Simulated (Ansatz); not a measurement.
**CH4OZn: density, localisation and related maps**

Input

```
crystal:
  periodic: [false, false, false]
  atoms:
    - { symbol: Zn, position_ang: [0.0, 0.0, 0.0] }
    - { symbol: O, position_ang: [0.0, 0.0, 1.79] }
    - { symbol: H, position_ang: [-0.9095, -0.2814, 2.1271] }
    - { symbol: C, position_ang: [0.0, 0.0, -1.98] }
    - { symbol: H, position_ang: [0.2799, -1.0082, -2.3505] }
    - { symbol: H, position_ang: [-1.0131, 0.2617, -2.3505] }
    - { symbol: H, position_ang: [0.7332, 0.7465, -2.3505] }
basis:
  gaussian: { orbitals: def2-SVP }
hamiltonian:
  xc: b3lyp
relax:
  f_tol: 0.02
  max_steps: 40
output:
  orbitals: {}
```

Command:

```sh
ansatz run input.yaml --threads 2 --pin off --max-ram 3072MiB --backend cpu --events-out ev --progress --plain --runs-dir out
```

The fields are those of the run's last geometry, not of the input's.

Method: RKS B3LYP/def2-SVP in Ansatz.

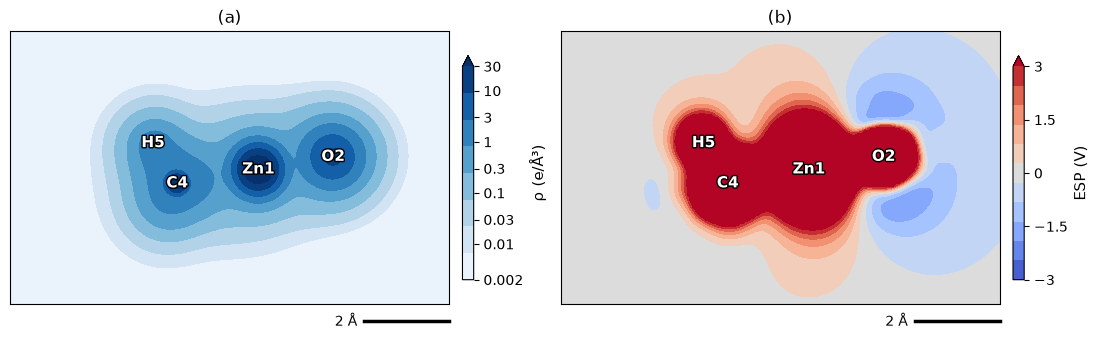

Figure 1. (a) total electron density; (b) electrostatic potential on the plane of atoms Zn1, C4 and H5.

Q: Read the bonding off the picture.

A: The plane passes through Zn, O, C and H nuclei. Zn–O (1.79 Å): ρ is about 0.83 e/Å³ halfway. C–Zn (1.94 Å): ρ is about 0.76 e/Å³ halfway. C–H (1.10 Å): ρ at the midpoint is about 1.9 e/Å³. Outside the dense part of the molecule the potential is most negative (−1.8 V) near O2.

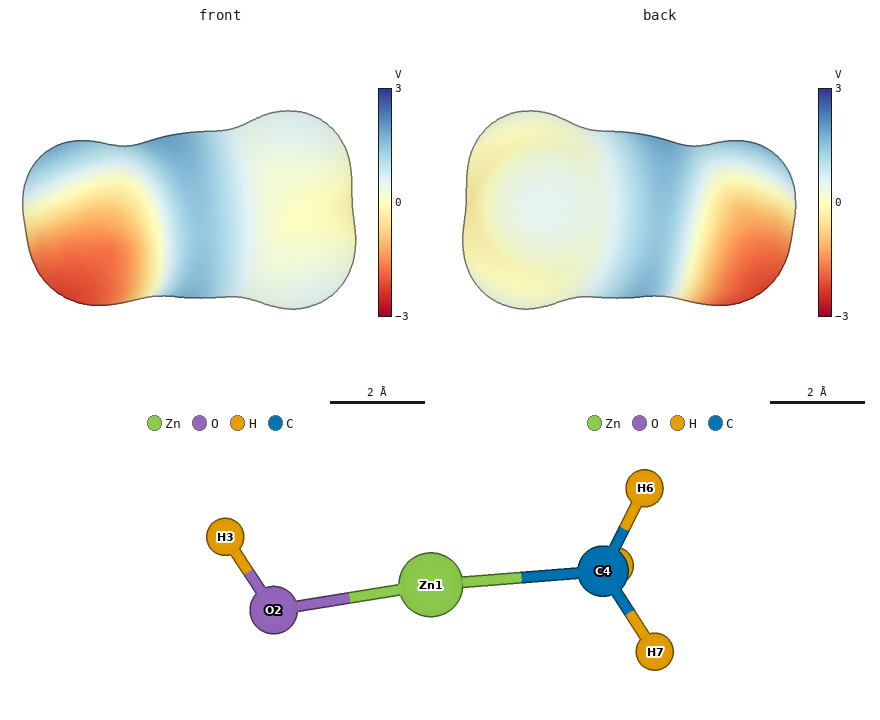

Figure 2. The molecular electrostatic potential painted on the density surface at 0.002 e/bohr³, seen from the front and from behind; the colour scale runs from red (negative) to blue (positive). The bare structure is drawn below in the same view.

Q: Describe the electrostatic potential map.

A: The most negative region (about −2.2 V) lies over O2, the most positive (about +1.8 V) over Zn1. O2 is the likeliest acceptor of a hydrogen bond.

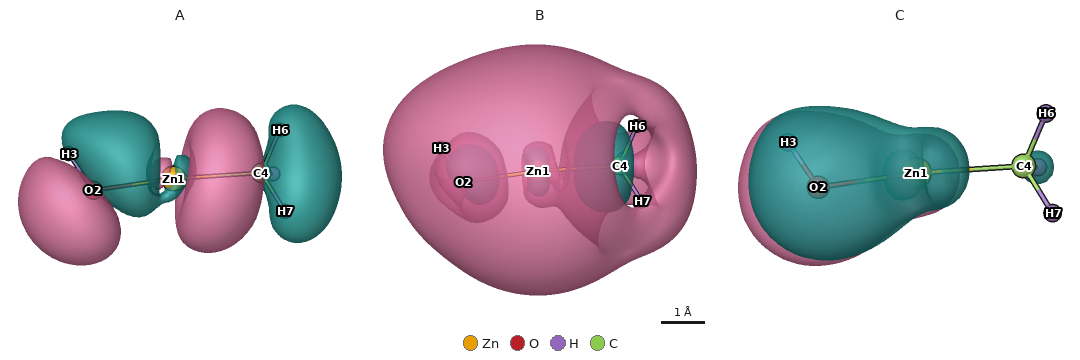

Figure 3. Three frontier orbitals at ±0.05 Å⁻³ᐟ² (teal and pink are the two phases), in no order.

Q: Which picture is the HOMO−1, the HOMO and the LUMO?

A: A is the HOMO−1 (−7.45 eV). It lies mainly on O2 (about 55 %), C4 (about 25 %) and Zn1 (about 15 %). C is the HOMO (−7.05 eV). It lies mainly on O2 (about 85 %) and Zn1 (about 10 %); largely a lone pair of O2. B is the LUMO (−0.37 eV). Its weight (Hirshfeld) is mainly on Zn1 (about 55 %), C4 (about 15 %), O2 (about 10 %) and H3 (about 10 %).

Q: What is the HOMO–LUMO gap?

A: 6.68 eV between the orbital energies.
